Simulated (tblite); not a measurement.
**Geometry relaxation, with input and output: C$_{4}$H$_{9}$F$_{3}$Si$_{2}$ (part 1 of 4)**

The run: geometry relaxation of C$_{4}$H$_{9}$F$_{3}$Si$_{2}$, SMILES C[Si@H]1C[Si@@H](C(F)(F)F)C1. Method and program: GFN2-xTB geometry optimisation, gas phase (tblite 0.8.0).

It belongs to a series of runs on one base structure; here: constitutional isomer.

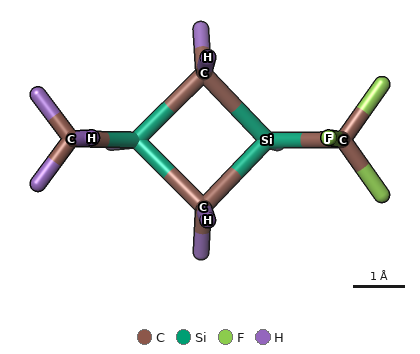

*The input geometry (stick view, seen on its broad side).*

Bond lengths as drawn: C–F 1.35 to 1.37 Å, C–H 1.09 to 1.11 Å, C–Si 1.81 to 1.91 Å and H–Si 1.47 to 1.48 Å.

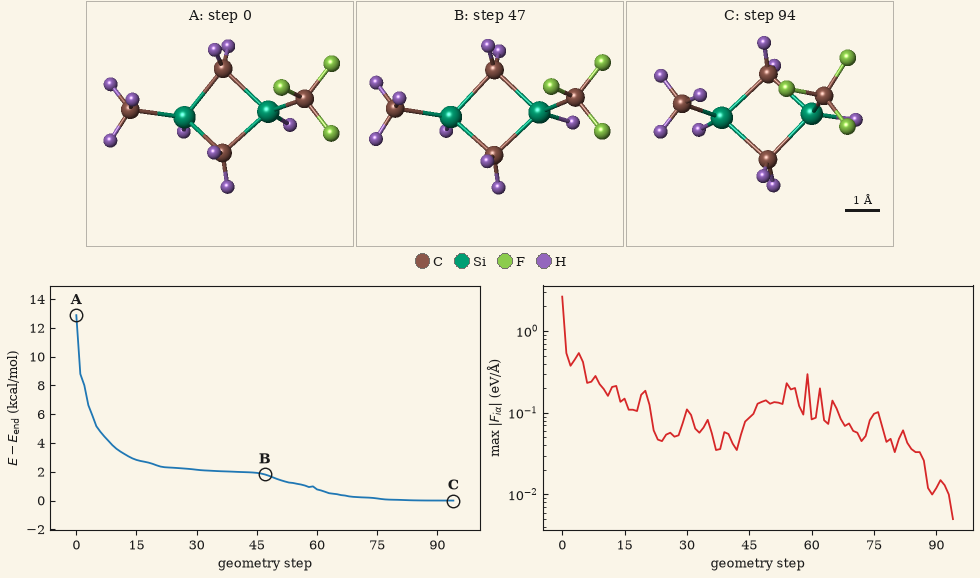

*Frames of the relaxation (ball-and-stick view, seen at a tilt) above the curves, on which the letters mark them (steps are counted from 0).*

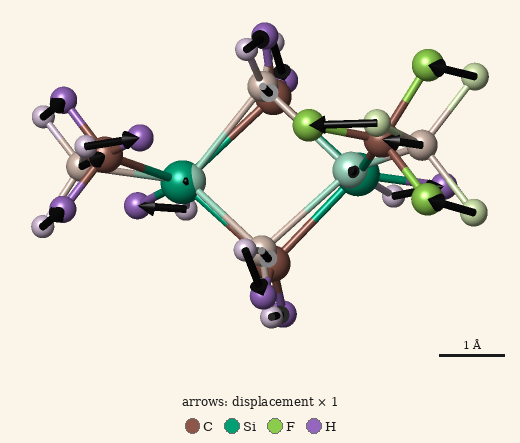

*Start (faint) and end (solid) with the displacements as black arrows, at true length (ball-and-stick view, seen at a tilt). The two geometries are laid on each other by the best rigid fit.*

F8 moves most after the best rigid fit: 1.06 Å. By element the largest moves are F 1.06 Å, H 1.04 Å, C 0.73 Å, Si 0.21 Å. Among the contacts that change: Si4–C5 1.813 → 1.947 Å, C1–Si2 1.817 → 1.893 Å, Si2–C3 1.897 → 1.936 Å, Si2–C9 1.909 → 1.936 Å. Among the angles that change: C5–Si4–H16 116.7° → 104.1°, C9–Si4–H16 111.0° → 123.1°, C3–Si4–H16 112.3° → 123.1°. The energy falls by 12.9 kcal/mol in 94 geometry steps. Largest force component: 2.6 eV/Å at the start, 0.005 eV/Å at the end. (Atoms are counted from 1 in the order of the input.)

The input that produced these results follows, with the program's output.

The input:
```
{"job": {"kind": "relax", "xc": "GFN2-xTB", "basis": "xTB"}, "charge": 0, "multiplicity": 1}
C     -2.550800     0.991500     0.292500
Si    -1.360100    -0.108100    -0.528200
C      0.221300     0.807000    -1.038400
Si     1.164000    -0.720300    -0.434000
C      2.684700    -0.314500     0.466200
F      3.206400    -1.388700     1.093400
F      3.644600     0.164600    -0.379100
F      2.482500     0.645200     1.405400
C     -0.306800    -1.069400     0.741500
H     -3.023000     1.680700    -0.419400
H     -2.092900     1.601400     1.071000
H     -3.372300     0.425500     0.767700
H     -1.922800    -0.970700    -1.578900
H      0.424100     1.709400    -0.461200
H      0.306300     1.018700    -2.108000
H      1.268300    -1.768300    -1.479000
H     -0.563200    -2.117300     0.865900
H     -0.219100    -0.580200     1.711000
```

The first line tells a small driver script what to run in tblite; the rest is the geometry in Å.

Command:
```bash
OMP_NUM_THREADS=1 python <driver script> task.json out
```

The program's output:
```
step      E/eV     max force
  0    -836.79037    3.002
  1    -836.96773    0.631
  2    -837.00186    0.452
  3    -837.06175    0.501
  4    -837.09268    0.598
  5    -837.12524    0.446
  6    -837.14188    0.249
  7    -837.15626    0.263
  8    -837.16921    0.292
  9    -837.18235    0.271
 10    -837.19312    0.212
 11    -837.20160    0.196
 12    -837.20895    0.223
 13    -837.21607    0.220
 14    -837.22222    0.178
 15    -837.22682    0.164
 16    -837.22996    0.112
 17    -837.23232    0.116
 18    -837.23493    0.109
 19    -837.23853    0.179
 20    -837.24301    0.198
 21    -837.24686    0.133
 22    -837.24880    0.086
 23    -837.24961    0.067
 24    -837.25026    0.064
 25    -837.25105    0.078
 26    -837.25194    0.072
 27    -837.25284    0.073
 28    -837.25380    0.070
 29    -837.25499    0.117
 30    -837.25638    0.140
 31    -837.25764    0.103
 32    -837.25847    0.075
 33    -837.25906    0.069
 34    -837.25972    0.089
 35    -837.26038    0.095
 36    -837.26092    0.059
 37    -837.26133    0.044
 38    -837.26173    0.053
 39    -837.26223    0.071
 40    -837.26277    0.067
 41    -837.26325    0.047
 42    -837.26365    0.046
 43    -837.26408    0.059
 44    -837.26474    0.087
 45    -837.26584    0.099
 46    -837.26769    0.112
 47    -837.27057    0.147
 48    -837.27455    0.171
 49    -837.27930    0.174
 50    -837.28404    0.168
 51    -837.28810    0.148
 52    -837.29176    0.135
 53    -837.29498    0.133
 54    -837.29624    0.239
 55    -837.29874    0.247
 56    -837.30092    0.227
 57    -837.30404    0.124
 58    -837.30864    0.125
 59    -837.30659    0.336
 60    -837.31566    0.110
 61    -837.31877    0.110
 62    -837.32279    0.233
 63    -837.32710    0.088
 64    -837.32867    0.082
 65    -837.33013    0.191
 66    -837.33285    0.162
 67    -837.33420    0.104
 68    -837.33672    0.079
 69    -837.33810    0.084
 70    -837.33887    0.064
 71    -837.33959    0.063
 72    -837.34006    0.051
 73    -837.34056    0.053
 74    -837.34147    0.085
 75    -837.34291    0.101
 76    -837.34460    0.108
 77    -837.34586    0.081
 78    -837.34650    0.052
 79    -837.34682    0.050
 80    -837.34708    0.035
 81    -837.34742    0.050
 82    -837.34789    0.062
 83    -837.34832    0.045
 84    -837.34862    0.045
 85    -837.34882    0.036
 86    -837.34899    0.034
 87    -837.34912    0.029
 88    -837.34918    0.016
 89    -837.34921    0.014
 90    -837.34923    0.012
 91    -837.34926    0.018
 92    -837.34929    0.018
 93    -837.34931    0.011
 94    -837.34932    0.007
```

Trajectory as extended XYZ (Å, eV, eV/Å), 45 of the 95 frames kept, from step=0 to step=94:
```
18
Properties=species:S:1:pos:R:3:forces:R:3 step=0 energy=-836.79037
C    -2.5508    0.9915    0.2925   -1.9520   1.1070   0.8000
Si   -1.3601   -0.1081   -0.5282    0.4040  -0.7250  -0.2880
C     0.2213    0.8070   -1.0384    0.2940  -0.0440  -0.8090
Si    1.1640   -0.7203   -0.4340   -2.6380  -0.8140  -1.1780
C     2.6847   -0.3145    0.4662    2.1690   0.6040   0.8220
F     3.2064   -1.3887    1.0934    0.2420   0.3510   0.0520
F     3.6446    0.1646   -0.3791   -0.0690  -0.1610   0.5860
F     2.4825    0.6452    1.4054    0.3140  -0.3490  -0.2240
C    -0.3068   -1.0694    0.7415    0.3050  -0.4350  -0.4480
H    -3.0230    1.6807   -0.4194    0.1150  -0.1860   0.2530
H    -2.0929    1.6014    1.0710   -0.0350  -0.0810  -0.0880
H    -3.3723    0.4255    0.7677    0.3980   0.3090  -0.2210
H    -1.9228   -0.9707   -1.5789    0.1440   0.1000   0.1030
H     0.4241    1.7094   -0.4612   -0.0710  -0.0920  -0.2100
H     0.3063    1.0187   -2.1080    0.0930   0.1910   0.3370
H     1.2683   -1.7683   -1.4790    0.3380   0.3030   0.3740
H    -0.5632   -2.1173    0.8659    0.0430   0.1040   0.2540
H    -0.2191   -0.5802    1.7110   -0.0950  -0.1810  -0.1140
18
Properties=species:S:1:pos:R:3:forces:R:3 step=2 energy=-837.00186
C    -2.5863    1.0118    0.3069   -0.1120   0.1140   0.0450
Si   -1.3605   -0.1166   -0.5294   -0.3350   0.2300   0.1980
C     0.2259    0.8071   -1.0564   -0.1260  -0.0930  -0.1580
Si    1.1180   -0.7370   -0.4546   -0.0380  -0.0870  -0.0290
C     2.7143   -0.3067    0.4730   -0.1270  -0.1260  -0.1660
F     3.2183   -1.3837    1.0992    0.3710   0.1240   0.1660
F     3.6514    0.1637   -0.3667    0.3760   0.0540   0.2120
F     2.4925    0.6411    1.4052    0.2850  -0.0360   0.0610
C    -0.3022   -1.0812    0.7340   -0.1150  -0.1750  -0.0720
H    -3.0238    1.6802   -0.4158   -0.2130   0.2000  -0.0360
H    -2.0941    1.6010    1.0705   -0.0690   0.0830   0.0800
H    -3.3686    0.4311    0.7656   -0.2610   0.0180   0.1420
H    -1.9193   -0.9692   -1.5774    0.0700  -0.0020  -0.0050
H     0.4221    1.7051   -0.4682   -0.0340  -0.1410  -0.1990
H     0.3096    1.0259   -2.1046    0.1140   0.2760  -0.2590
H     1.2780   -1.7631   -1.4718    0.2850  -0.0650  -0.0050
H    -0.5626   -2.1168    0.8737   -0.0350  -0.1910   0.2370
H    -0.2215   -0.5864    1.7050   -0.0350  -0.1840  -0.2130
18
Properties=species:S:1:pos:R:3:forces:R:3 step=4 energy=-837.09268
C    -2.6175    1.0330    0.3189    0.0310  -0.0210  -0.0340
Si   -1.3917   -0.1006   -0.5131    0.0830   0.0070  -0.0950
C     0.2151    0.7989   -1.0837   -0.2560  -0.1900   0.0010
Si    1.0954   -0.7525   -0.4668    0.5380   0.2210   0.1400
C     2.7196   -0.3140    0.4617    0.4060  -0.0020   0.3320
F     3.2598   -1.3700    1.1176   -0.0360   0.1570  -0.1510
F     3.6904    0.1679   -0.3404   -0.0260  -0.0750   0.0430
F     2.5241    0.6355    1.4105   -0.0160  -0.1420  -0.1740
C    -0.3134   -1.1050    0.7224   -0.2900   0.0380  -0.1620
H    -3.0454    1.6993   -0.4159   -0.2100   0.1440   0.1150
H    -2.1026    1.6097    1.0785   -0.1860   0.1240   0.0730
H    -3.3917    0.4377    0.7780   -0.2450   0.1570   0.1160
H    -1.9106   -0.9678   -1.5762    0.0040   0.0570   0.0610
H     0.4180    1.6889   -0.4909    0.0110  -0.0620  -0.0600
H     0.3216    1.0553   -2.1256   -0.0070   0.0580  -0.1460
H     1.3117   -1.7681   -1.4697    0.2520  -0.2160  -0.1540
H    -0.5659   -2.1352    0.9003   -0.0900  -0.2410   0.0670
H    -0.2257   -0.6067    1.6826    0.0350  -0.0140   0.0270
18
Properties=species:S:1:pos:R:3:forces:R:3 step=6 energy=-837.14188
C    -2.6413    1.0474    0.3264   -0.0030  -0.0340  -0.0180
Si   -1.4106   -0.0902   -0.5080    0.0920  -0.0640  -0.1160
C     0.1962    0.7851   -1.1066    0.0820  -0.0620   0.0350
Si    1.1091   -0.7538   -0.4687    0.2070   0.0210   0.0230
C     2.7438   -0.3187    0.4681    0.1950   0.0530   0.1000
F     3.2908   -1.3576    1.1255    0.0050  -0.1840  -0.0160
F     3.7200    0.1676   -0.3219    0.0180  -0.0190  -0.1510
F     2.5447    0.6278    1.4087   -0.1330   0.0980   0.0480
C    -0.3351   -1.1227    0.7056    0.0920   0.0230  -0.0540
H    -3.0734    1.7208   -0.4067   -0.1250   0.0300   0.2030
H    -2.1215    1.6234    1.0879   -0.2280   0.0750   0.0000
H    -3.4214    0.4547    0.7927   -0.0900   0.2320   0.0170
H    -1.9049   -0.9632   -1.5718   -0.0960   0.0190  -0.0080
H     0.4148    1.6720   -0.5113   -0.0280  -0.0660   0.0010
H     0.3284    1.0774   -2.1451   -0.1280  -0.1750   0.0660
H     1.3523   -1.7822   -1.4746    0.1990  -0.0050   0.0500
H    -0.5734   -2.1590    0.9216   -0.0610   0.0520  -0.1540
H    -0.2272   -0.6225    1.6667    0.0010   0.0070  -0.0270
18
Properties=species:S:1:pos:R:3:forces:R:3 step=9 energy=-837.18235
C    -2.6570    1.0528    0.3288   -0.0790   0.0620   0.0410
Si   -1.4145   -0.0883   -0.5148   -0.0880   0.0310   0.1160
C     0.1969    0.7649   -1.1152    0.1460  -0.0180   0.0570
Si    1.1454   -0.7540   -0.4658   -0.1830  -0.1550  -0.0460
C     2.7789   -0.3172    0.4818   -0.2010  -0.0430  -0.1550
F     3.3141   -1.3695    1.1289    0.0620   0.0550   0.0410
F     3.7440    0.1649   -0.3258    0.0460   0.0100   0.0830
F     2.5459    0.6331    1.4129    0.1430  -0.0290   0.0230
C    -0.3333   -1.1308    0.6865    0.2060   0.0200  -0.0060
H    -3.1109    1.7409   -0.3750   -0.0210   0.0100  -0.0390
H    -2.1649    1.6438    1.0957   -0.0090   0.0210   0.0200
H    -3.4559    0.4958    0.8058   -0.0140  -0.0300  -0.0110
H    -1.9172   -0.9587   -1.5726   -0.1360  -0.0090  -0.0610
H     0.4090    1.6529   -0.5236    0.0070   0.0230   0.0520
H     0.3146    1.0656   -2.1518   -0.0720  -0.2020   0.0180
H     1.4109   -1.7912   -1.4691    0.1700   0.1020   0.1430
H    -0.5866   -2.1660    0.9109    0.0220   0.1510  -0.2240
H    -0.2282   -0.6326    1.6508    0.0000  -0.0010  -0.0520
18
Properties=species:S:1:pos:R:3:forces:R:3 step=11 energy=-837.20160
C    -2.6716    1.0604    0.3332   -0.0440   0.0550   0.0310
Si   -1.4214   -0.0857   -0.5116   -0.0700   0.0490   0.0640
C     0.2063    0.7515   -1.1148   -0.1180   0.0040   0.0590
Si    1.1538   -0.7639   -0.4674    0.0110   0.0150   0.0120
C     2.7883   -0.3187    0.4814   -0.0680  -0.0380  -0.0180
F     3.3301   -1.3717    1.1325   -0.0330   0.1610  -0.0320
F     3.7591    0.1635   -0.3225   -0.0520  -0.0130   0.1090
F     2.5561    0.6332    1.4157    0.1460  -0.1130  -0.0660
C    -0.3190   -1.1327    0.6747   -0.1120   0.0790  -0.0040
H    -3.1336    1.7529   -0.3598    0.0250   0.0080  -0.1500
H    -2.1904    1.6570    1.1015    0.0830   0.0120   0.0430
H    -3.4766    0.5169    0.8125   -0.0140  -0.1510   0.0030
H    -1.9343   -0.9560   -1.5765   -0.0870   0.0790   0.0540
H     0.4068    1.6437   -0.5266    0.0700   0.0350   0.0250
H     0.3014    1.0435   -2.1542    0.0030  -0.1440  -0.0210
H     1.4571   -1.7899   -1.4564    0.1610  -0.0400   0.0010
H    -0.5926   -2.1599    0.8878    0.0400  -0.0140  -0.1530
H    -0.2283   -0.6379    1.6389    0.0600   0.0170   0.0410
18
Properties=species:S:1:pos:R:3:forces:R:3 step=13 energy=-837.21607
C    -2.6867    1.0706    0.3393   -0.0030   0.0080   0.0040
Si   -1.4328   -0.0798   -0.5043   -0.0300   0.0630  -0.0140
C     0.2056    0.7431   -1.1111   -0.1840   0.0220   0.0160
Si    1.1577   -0.7711   -0.4691    0.0760   0.1160   0.0040
C     2.7894   -0.3220    0.4782    0.1180   0.0340   0.1000
F     3.3406   -1.3642    1.1345   -0.0620  -0.0370  -0.0190
F     3.7677    0.1622   -0.3133   -0.0490   0.0010  -0.0690
F     2.5739    0.6270    1.4150   -0.0190   0.0160   0.0130
C    -0.3158   -1.1291    0.6665   -0.2130   0.0550   0.0050
H    -3.1477    1.7615   -0.3595    0.0540  -0.0370  -0.0800
H    -2.2031    1.6671    1.1084    0.0330  -0.0110   0.0010
H    -3.4916    0.5214    0.8169    0.0310  -0.0900  -0.0200
H    -1.9536   -0.9479   -1.5751   -0.0530   0.1270   0.1270
H     0.4102    1.6392   -0.5277    0.0770   0.0050  -0.0490
H     0.2919    1.0163   -2.1565    0.0230  -0.0640   0.0040
H     1.5032   -1.7910   -1.4460    0.1210  -0.0900  -0.0520
H    -0.5938   -2.1559    0.8594    0.0160  -0.1050  -0.0520
H    -0.2240   -0.6411    1.6328    0.0640  -0.0140   0.0810
18
Properties=species:S:1:pos:R:3:forces:R:3 step=15 energy=-837.22682
C    -2.6976    1.0783    0.3438    0.0140  -0.0180  -0.0100
Si   -1.4436   -0.0710   -0.4986   -0.0020   0.0510   0.0120
C     0.1954    0.7389   -1.1068   -0.0130   0.0210  -0.0460
Si    1.1639   -0.7703   -0.4701   -0.0460   0.0220  -0.0130
C     2.7944   -0.3224    0.4804    0.0620   0.0570   0.0550
F     3.3442   -1.3622    1.1351   -0.0180  -0.1490   0.0160
F     3.7708    0.1616   -0.3118    0.0050   0.0130  -0.1280
F     2.5860    0.6244    1.4166   -0.0700   0.1140   0.0950
C    -0.3243   -1.1228    0.6614   -0.0150  -0.0470   0.0110
H    -3.1537    1.7647   -0.3649    0.0450  -0.0550   0.0110
H    -2.2103    1.6735    1.1134   -0.0350  -0.0210  -0.0320
H    -3.4996    0.5184    0.8181    0.0600   0.0010  -0.0390
H    -1.9731   -0.9334   -1.5661   -0.0630   0.0950   0.0870
H     0.4181    1.6369   -0.5312    0.0350   0.0000  -0.1030
H     0.2856    0.9899   -2.1572    0.0030   0.0200   0.0040
H     1.5454   -1.7960   -1.4399    0.0430   0.0190   0.0360
H    -0.5934   -2.1574    0.8327   -0.0080  -0.0340   0.0230
H    -0.2168   -0.6446    1.6336    0.0040  -0.0900   0.0220
```
